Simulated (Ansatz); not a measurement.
## Electronic structure of C₆H₁₄FGa (SMILES C[CH](C)[Ga]([F])[CH](C)C) in real space

```xyz
22

C     0.0781   -1.3779   -2.6374
C     0.8622   -0.7860   -1.4706
C     1.2867   -1.8526   -0.4671
Ga   -0.1263    0.7163   -0.6430
F    -1.0681    1.6257   -1.8515
C    -0.3620    1.4971    1.1601
C    -1.8486    1.6004    1.4938
C     0.4175    0.7779    2.2535
H    -0.8311   -1.8814   -2.2944
H    -0.2245   -0.6145   -3.3565
H     0.6775   -2.1272   -3.1676
H     1.7686   -0.3142   -1.8753
H     1.8956   -1.4456    0.3441
H     1.8747   -2.6370   -0.9578
H     0.4218   -2.3443   -0.0108
H     0.0313    2.5173    1.0599
H    -1.9970    2.1304    2.4420
H    -2.3060    0.6123    1.6091
H    -2.4050    2.1352    0.7210
H     0.0808   -0.2559    2.3771
H     0.2820    1.2755    3.2211
H     1.4914    0.7485    2.0504
```

Geometry: PBE0-D4/def2-TZVP.

Computed with RKS PBE0-D4/def2-TZVPP (Ansatz).

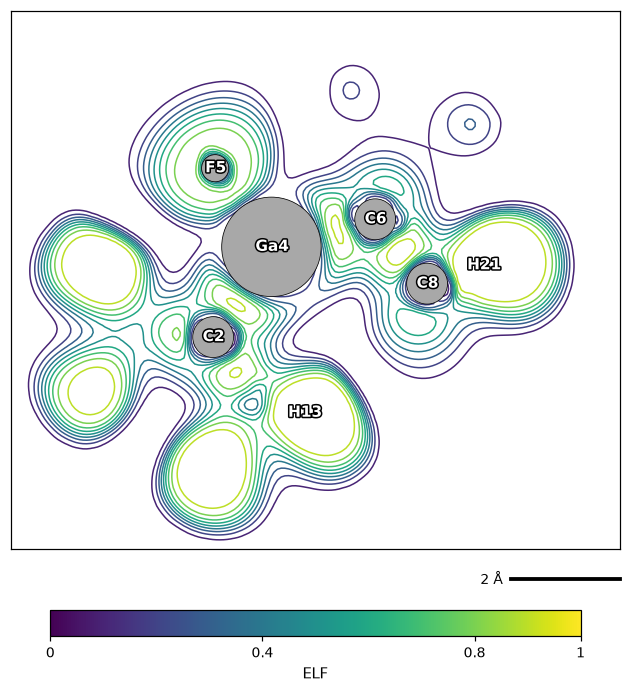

Figure 1. Electron localisation function on the plane of atoms C2, Ga4 and C6. Grey discs cover the atomic cores.

Q: What do the fields say about this system?

A: Atoms in the plane: C, Ga, F and H.
C–C (1.52 Å): the ELF peaks at about 0.95 between the atoms: a shared electron pair.
Ga–F (1.78 Å): the ELF peaks at about 0.80 in the valence shell of F, 0.5 Å from its nucleus, and is about 0.15 at the midpoint.
C–Ga (1.98 Å): the ELF peaks at about 0.90 in the valence shell of C, 0.7 Å from its nucleus, and is about 0.60 at the midpoint.
C–H (1.10 Å): the ELF climbs to about 1 towards the hydrogen, as it does in any bond to H (an ordinary covalent bond to hydrogen).
The ELF also peaks beside F5, away from the bonds: lone-pair regions.

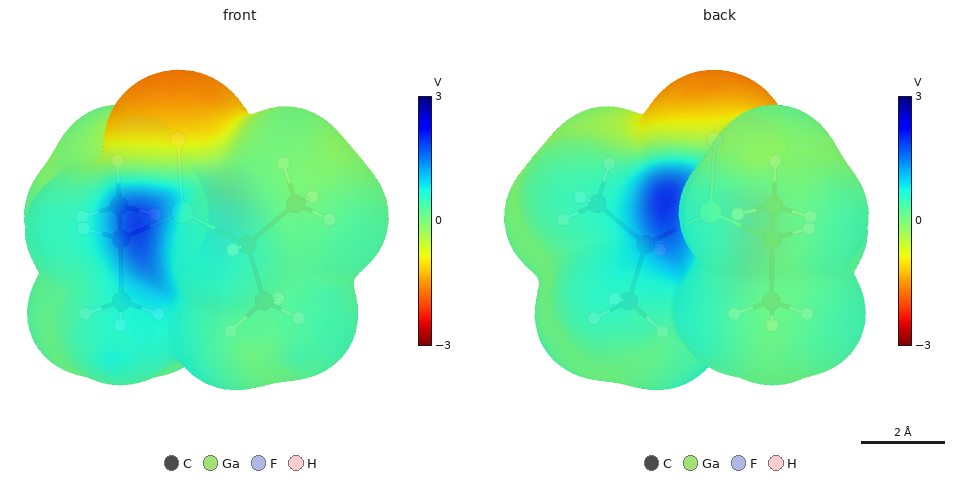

Figure 2. The molecular electrostatic potential painted on the density surface at 0.001 e/bohr³, seen from the front and from behind; the colour scale runs from red (negative) to blue (positive).

Q: Where is the surface potential most negative and most positive?

A: The most negative region (about −1.7 V, or −39 kcal/mol for a unit charge) lies over F5, the most positive (about +2.0 V, or +46 kcal/mol for a unit charge) over Ga4.

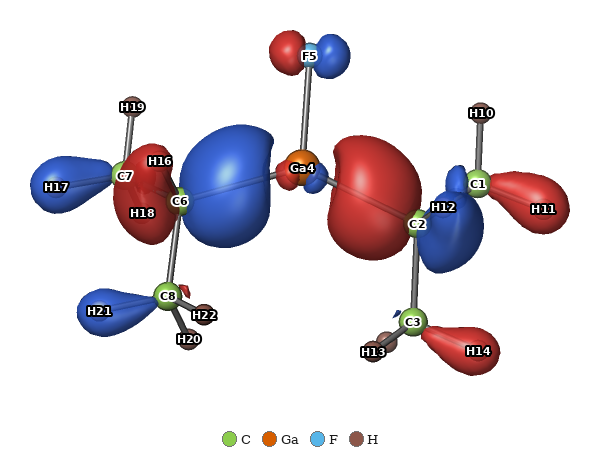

Figure 3. One frontier orbital at ±0.15 Å⁻³ᐟ² (red and blue are the two phases), seen at a tilt.

Q: Which orbital is it: HOMO or LUMO?

A: The HOMO, at −6.93 eV. By Hirshfeld shares it lies mainly on C6 (about 20 %), C2 (about 20 %) and Ga4 (about 20 %).
